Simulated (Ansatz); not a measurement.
# BBrClH2N: rigid scan of one bond length in Python

How does the energy of BBrClH2N change as one bond is stretched? Aim: a rigid scan of one bond length, for BBrClH2N, run from a script. SMILES: NB(Cl)Br.

Computed with Ansatz 0.2.0 through its Python package. Level of theory: B3LYP+D4/def2-SVP.

## 1. The system

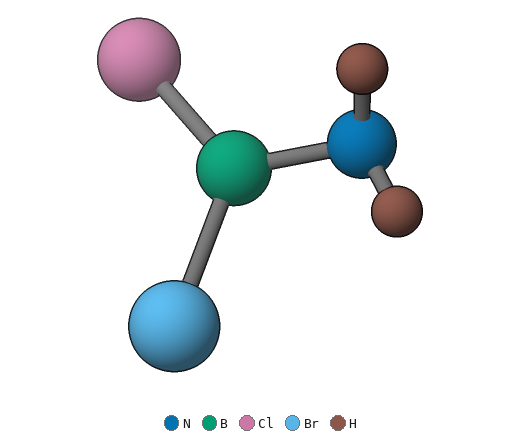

The starting structure, viewed from a chosen angle; nitrogen blue, boron teal, chlorine pink, bromine blue, hydrogen brown.

The script holds or builds the structure itself.

## 2. Script

File bbrclh2n_scan.py:

```python
'''Stretching a bond of BBrClH2N, the rest held rigid.'''

import logging
import sys

import ansatz as az
import numpy as np

logging.basicConfig(stream=sys.stdout, format='%(levelname)s:%(name)s:%(message)s')
log = logging.getLogger('ansatz_job')
log.setLevel(logging.INFO)

GEOMETRY = '''
N     0.64660    0.72210    0.18240
B    -0.44450   -0.24600   -0.29540
Cl   -2.25130    0.23990   -0.38490
Br    0.18470   -2.07360   -0.86230
H     1.52980    0.28390    0.14940
H     0.37680    1.00960    1.16460
'''


def main() -> None:
    system = az.Crystal.molecule()
    for line in GEOMETRY.strip().splitlines():
        symbol, *xyz = line.split()
        system = system.atom(symbol, [float(v) for v in xyz])

    symbols = [site.symbol for site in system.cartesian_sites]
    start = np.array([site.position_ang for site in system.cartesian_sites])
    axis = (start[3] - start[1]) / np.linalg.norm(start[3] - start[1])
    moving = [3]
    lengths, energies = [1.773, 1.853, 1.934, 2.014, 2.095, 2.175, 2.256, 2.377], []
    for length in lengths:
        xyz = start.copy()
        xyz[moving] += (length - np.linalg.norm(start[3] - start[1])) * axis
        point = az.Crystal.molecule()
        for symbol, xyz in zip(symbols, xyz):
            point = point.atom(symbol, xyz.tolist())
        job = point.calculation()
        job = job.basis(gaussian='def2-SVP')
        job = job.functional('b3lyp', dispersion='d4')
        data = job.run().report
        energies.append(data['free_energy_ev'])
        log.info(f'r = {length:6.3f} A  E = {energies[-1]:.5f} eV  <S^2> = {abs(data["mean_field"]["state"]["spin_squared"]):.3f}')

    # quartic fit about the minimum
    fit = np.polynomial.Polynomial.fit(lengths, np.array(energies) - min(energies), 4).convert()
    roots = [r.real for r in fit.deriv().roots() if abs(r.imag) < 1e-9 and fit.deriv(2)(r.real) > 0]
    r_e = min(roots, key=lambda r: abs(r - lengths[int(np.argmin(energies))]))
    log.info(f'minimum of the fit at {r_e:.4f} A, force constant {fit.deriv(2)(r_e):.2f} eV/A^2')


if __name__ == '__main__':
    main()
```

## 3. Launch

Launch:

```bash
> python bbrclh2n_scan.py
```

The program printed:

```text
INFO:ansatz_job:r =  1.773 A  E = -84757.72957 eV  <S^2> = 0.000
INFO:ansatz_job:r =  1.853 A  E = -84757.94403 eV  <S^2> = 0.000
INFO:ansatz_job:r =  1.934 A  E = -84757.99528 eV  <S^2> = 0.000
INFO:ansatz_job:r =  2.014 A  E = -84757.93216 eV  <S^2> = 0.000
INFO:ansatz_job:r =  2.095 A  E = -84757.79006 eV  <S^2> = 0.000
INFO:ansatz_job:r =  2.175 A  E = -84757.59881 eV  <S^2> = 0.000
INFO:ansatz_job:r =  2.256 A  E = -84757.37320 eV  <S^2> = 0.000
INFO:ansatz_job:r =  2.377 A  E = -84757.00610 eV  <S^2> = 0.000
INFO:ansatz_job:minimum of the fit at 1.9253 A, force constant 18.49 eV/A^2
```

Wall time 19 s (1 thread of Arm Neoverse V2, shared host); peak memory 0.25 GiB.

Lines on the test bed's own set-up are left out of the output.

## 4. The runs side by side

The 8 runs, in the order started:

| run | distance (Å) | energy from run 3 (eV) | SCF cycles | CPU time (s) |
| --- | --- | --- | --- | --- |
| 1 | 1.77 | 0.2657 | 17 | 2.4 |
| 2 | 1.85 | 0.0512 | 17 | 2.4 |
| 3 | 1.93 | 0.0000 | 17 | 2.4 |
| 4 | 2.01 | 0.0631 | 17 | 2.4 |
| 5 | 2.10 | 0.2052 | 17 | 2.4 |
| 6 | 2.17 | 0.3965 | 18 | 2.4 |
| 7 | 2.26 | 0.6221 | 18 | 2.1 |
| 8 | 2.38 | 0.9892 | 18 | 2.1 |

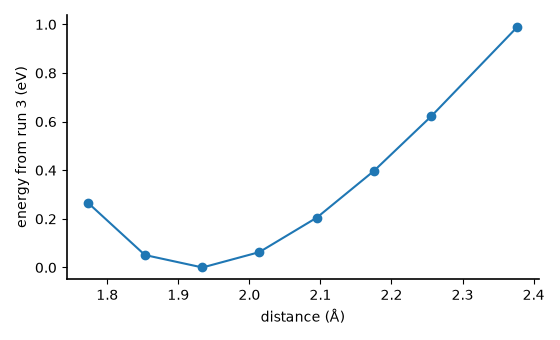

Energy against distance; lines join the points.

## 5. Outcome

| quantity | value |
| --- | --- |
| bond length at the fit's minimum | 1.9253 Å |
| runs compared | 8 |
| range of energy | 0.989 eV |
| lowest point, distance (Å) | 1.93 |

The lowest point, at 1.93, lies inside the range. The ends stand 0.266 and 0.989 eV above it. The distance scanned is the script's pair 1, 3. Reading the output:
- The rest of the molecule is held rigid at a force-field or estimated start geometry, and the basis set is modest; single-reference methods fail as a bond breaks.
- b3lyp holds the VWN-RPA fit, as in Gaussian; the form of ORCA and Turbomole is b3lyp5.
- The orbitals are restricted, so S² is zero by construction.
